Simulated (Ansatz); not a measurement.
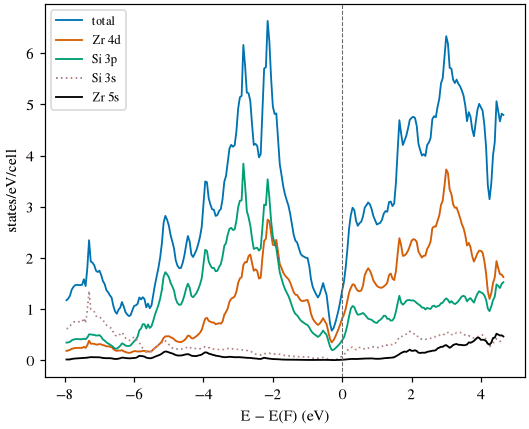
Figure. Total and projected density of states of ZrSi2 in space group Cmcm (No. 63; Zr on 4c, Si on 4c, Si on 4c), the program Ansatz at the PBE level (PAW)

Task: Which orbitals carry the states next to the Fermi level?

Result: Within 0.5 eV of the Fermi level: Zr 4d 54 %, Si 3p 34 %, Si 3s 7 %. Projections are on Löwdin-orthogonalised atomic valence shells; empty p or d shells of many metals are not among them.

Task: Where is the tallest occupied peak in this window, and what makes it?

Result: Near -2.1 eV, about 6.6 states/eV per cell; the largest projected share is Si 3p.

Symmetry was held in the PBE relaxation. No spin polarisation was allowed. Scalar-relativistic: spin–orbit coupling is off unless named, which matters more the heavier the elements.

Potentials: the earlier of the program's two PAW sets.
